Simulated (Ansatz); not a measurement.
The reference is ZnS in the zinc blende structure (space group F-43m, No. 216; a = 5.2968 Å). Axes: x, y, z lie along the cube axes.

It is then changed as follows: the cell is compressed by 0.50 % along z with no lateral relaxation; the atoms relax in the strained cell.

Level of theory: plane-wave PAW DFT at the LDA level (Ansatz, a quantum-chemistry and plane-wave program, 420 eV), no spin-orbit coupling.

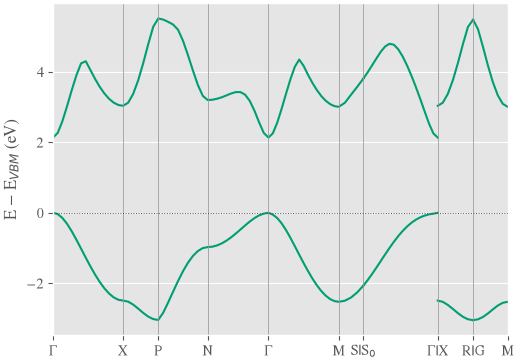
Figure. Highest valence and lowest conduction band along the path of the changed cell's own zone

Problem. Read the changed gap and its character from the plot.

Solution. About 2.1 eV, direct at Γ.

No phonon test of stability was made. Labels are those of the standard path for the cell's own space group.
